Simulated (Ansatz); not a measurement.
C2H10S2Si2: several calculations on one system

### Relaxation

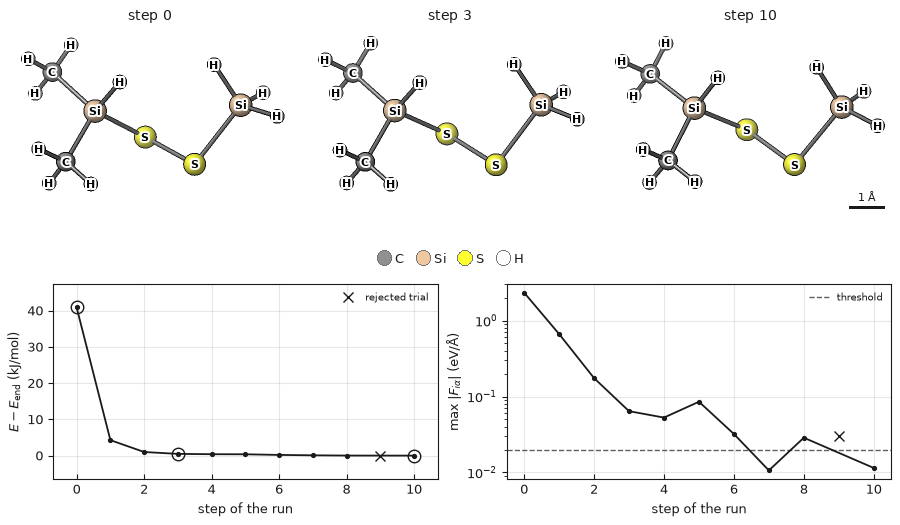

Frames of a relaxation of C2H10S2Si2, marked on the history of the run. The picture is a ball-and-stick view, seen at a tilt.

The run prepares an end point of a later path (hydrogen shift) calculation, from a guessed geometry.

Level of theory: RKS B3LYP-D4/6-31G* in Ansatz 0.2.0.

Input
```yaml
crystal:
  periodic: [false, false, false]
  atoms:
    - { symbol: C, position_ang: [0.5444, -2.2609, -1.0191] }
    - { symbol: Si, position_ang: [0.4679, -0.4409, -0.5171] }
    - { symbol: C, position_ang: [1.4005, 0.6308, -1.6948] }
    - { symbol: S, position_ang: [-1.5137, 0.2323, -0.4929] }
    - { symbol: S, position_ang: [-1.3881, 2.0157, 0.4696] }
    - { symbol: Si, position_ang: [-1.701, 1.4219, 2.528] }
    - { symbol: H, position_ang: [0.1025, -2.3443, -2.0291] }
    - { symbol: H, position_ang: [-0.0451, -2.8199, -0.3475] }
    - { symbol: H, position_ang: [1.523, -2.5872, -1.0045] }
    - { symbol: H, position_ang: [1.023, -0.3157, 0.8824] }
    - { symbol: H, position_ang: [1.0099, 0.5871, -2.6725] }
    - { symbol: H, position_ang: [2.4963, 0.3126, -1.7188] }
    - { symbol: H, position_ang: [1.3817, 1.7027, -1.3782] }
    - { symbol: H, position_ang: [-0.7254, 0.3828, 2.9125] }
    - { symbol: H, position_ang: [-1.5333, 2.5687, 3.4215] }
    - { symbol: H, position_ang: [-3.0653, 0.8915, 2.7049] }
basis:
  gaussian: { orbitals: "6-31G*" }
hamiltonian:
  xc: b3lyp
  dispersion: d4
relax:
  f_tol: 0.02
  max_steps: 50
```

Command:
```bash
ansatz run input.yaml --threads 2 --pin off --max-ram 3072MiB --backend cpu --events-out ev --progress --plain --runs-dir out
```

Describe the path.

Answer. H15 moves most after the best rigid fit: 0.27 Å. Largest moves by element: H 0.27 Å, S 0.25 Å, C 0.11 Å, Si 0.09 Å. Near-neighbour distances that change, for instance: S4–S5 2.030 → 2.134 Å, Si2–S4 2.093 → 2.181 Å, C1–H9 1.032 → 1.097 Å, C3–H12 1.141 → 1.097 Å. Among the angles between lasting bonds that change: C1–Si2–S4 110.6° → 105.0°, S5–Si6–H15 110.4° → 105.3°, H7–C1–H9 111.6° → 107.8°. The energy falls by 40.9 kJ/mol in 9 accepted moves (10 points after the start). The largest force component goes from 2.3 to 0.011 eV/Å. The line search rejected the trial step at point 9 of the run. The forces were under the threshold at step 7, but the run went on from there. From step 0 to 3: S4 moves most (0.13 Å), energy −40.4 kJ/mol. From step 3 to 10: H atoms move most (0.19 Å), energy −0.48 kJ/mol.

```tsv
step	E − E(0), kJ/mol	largest force component, eV/Å	note
0	0.00	2.3382	
1	-36.60	0.6666	
2	-39.88	0.1749	
3	-40.39	0.0642	
4	-40.48	0.0528	
5	-40.51	0.0854	
6	-40.68	0.0321	
7	-40.79	0.0106	
8	-40.86	0.0287	
9	-40.84	0.0305	rejected
10	-40.87	0.0115
```

### Relaxation

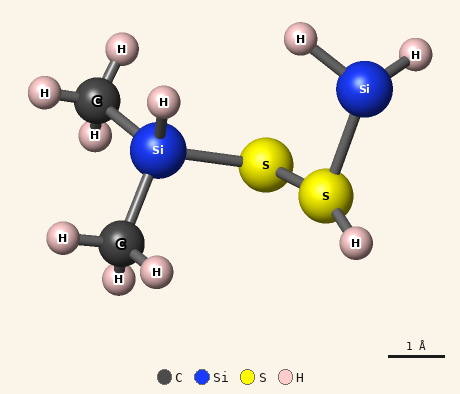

This is the input geometry for a relaxation of C2H10S2Si2. The picture is a ball-and-stick view, seen at a tilt.

The run prepares an end point of a later path (hydrogen shift) calculation, from a guessed geometry.

Method: Ansatz, RKS B3LYP-D4/6-31G*.

Input
```yaml
crystal:
  periodic: [false, false, false]
  atoms:
    - { symbol: C, position_ang: [0.5444, -2.2609, -1.0191] }
    - { symbol: Si, position_ang: [0.4679, -0.4409, -0.5171] }
    - { symbol: C, position_ang: [1.4005, 0.6308, -1.6948] }
    - { symbol: S, position_ang: [-1.5137, 0.2323, -0.4929] }
    - { symbol: S, position_ang: [-1.3881, 2.0157, 0.4696] }
    - { symbol: Si, position_ang: [-1.701, 1.4219, 2.528] }
    - { symbol: H, position_ang: [0.1025, -2.3443, -2.0291] }
    - { symbol: H, position_ang: [-0.0451, -2.8199, -0.3475] }
    - { symbol: H, position_ang: [1.523, -2.5872, -1.0045] }
    - { symbol: H, position_ang: [1.023, -0.3157, 0.8824] }
    - { symbol: H, position_ang: [1.0099, 0.5871, -2.6725] }
    - { symbol: H, position_ang: [2.4963, 0.3126, -1.7188] }
    - { symbol: H, position_ang: [1.3817, 1.7027, -1.3782] }
    - { symbol: H, position_ang: [-0.7254, 0.3828, 2.9125] }
    - { symbol: H, position_ang: [-1.19984, 3.37409, 0.62364] }
    - { symbol: H, position_ang: [-3.0653, 0.8915, 2.7049] }
basis:
  gaussian: { orbitals: "6-31G*" }
hamiltonian:
  xc: b3lyp
  dispersion: d4
relax:
  f_tol: 0.02
  max_steps: 50
```

Launched with:
```bash
ansatz run input.yaml --threads 2 --pin off --max-ram 3072MiB --backend cpu --events-out ev --progress --plain --runs-dir out
```

**Where does the relaxation end?**

After 21 accepted moves (24 points after the start) the energy has fallen by 236.2 kJ/mol. Largest force component: 3.1 eV/Å at the start, 0.016 eV/Å at the end. The line search rejected the trial steps at points 19, 21, 23 of the run. The largest move after the best rigid fit is that of H14, 1.89 Å. Largest moves by element: H 1.89 Å, S 0.92 Å, Si 0.88 Å, C 0.75 Å. Among the contacts that change: S4–S5 2.030 → 2.251 Å, S5–Si6 2.165 → 2.249 Å, Si2–S4 2.093 → 2.174 Å, C1–H9 1.032 → 1.097 Å. Bond angles that change, for instance: S4–S5–H15 157.8° → 96.8°, S4–S5–Si6 101.6° → 128.5°, S5–Si6–H16 110.3° → 96.1°.

Final geometry:

```xyz
16

C     0.4401   -2.2672   -1.3536
Si    0.1371   -0.6476   -0.4424
C     1.3567    0.6922   -0.9472
S    -1.8971   -0.0822   -0.9599
S    -2.2235    1.6302    0.4635
Si   -1.1402    2.0834    2.3819
H     0.3655   -2.1385   -2.4386
H    -0.2780   -3.0350   -1.0489
H     1.4479   -2.6357   -1.1262
H     0.1877   -0.8495    1.0289
H     1.3123    0.8793   -2.0257
H     2.3802    0.3887   -0.6940
H     1.1555    1.6332   -0.4249
H     0.2819    1.7162    2.0257
H    -1.6501    2.5834   -0.2985
H    -1.5652    0.8317    3.1064
```

The end point in the same view:

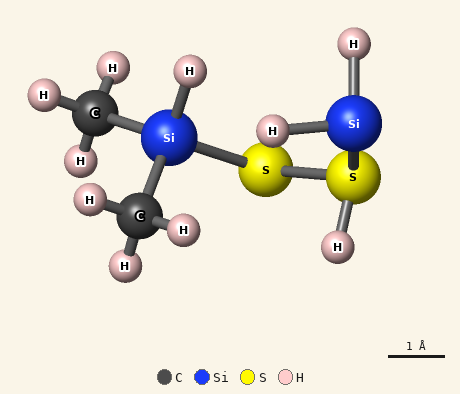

### Path

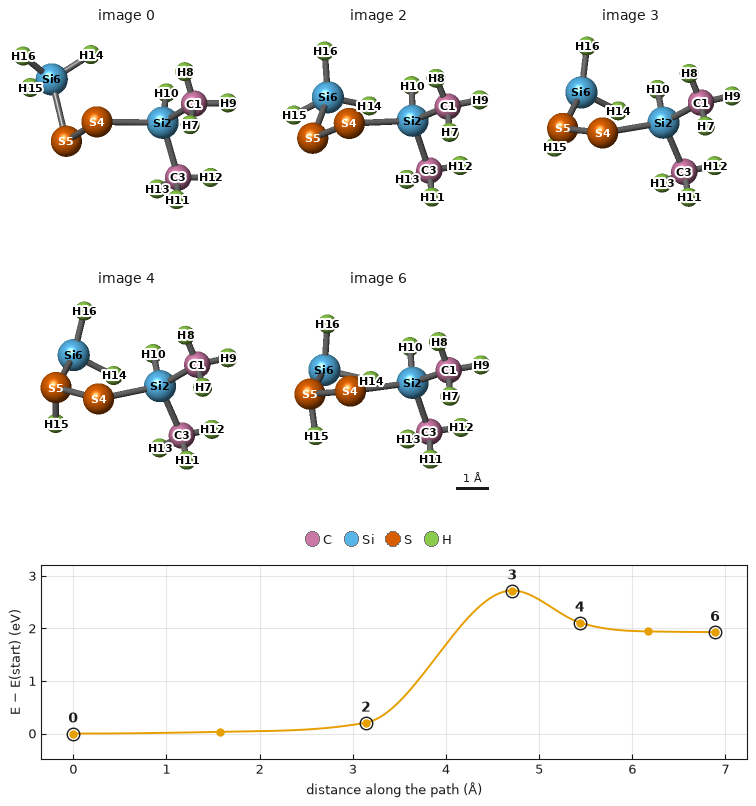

NEB run on C₂H₁₀S₂Si₂. Images are numbered from 0 (start) to 6 (end). A ball-and-stick model, seen from a free direction.

Computed with RKS B3LYP-D4/6-31G* in Ansatz 0.2.0. Run with 5 movable images; climbing image; force threshold 0.03 eV/Å; iteration limit 60; starting path through a guess of the saddle point.

Question: Describe the mechanism and the energy profile.

Answer: A hydrogen atom shifts from one atom to another. Breaking: Si6–H15 (1.49 → 1.96 at the top → 2.77 Å). Forming: S5–H15 (2.93 → 1.49 at the top → 1.35 Å). The energy climbs by 2.72 eV to image 3 and then falls by 0.79 eV, so the end point sits at +1.93 eV. The band is converged. At the top, the vibrational analysis gives one imaginary mode (918i cm⁻¹), as a transition state must have.
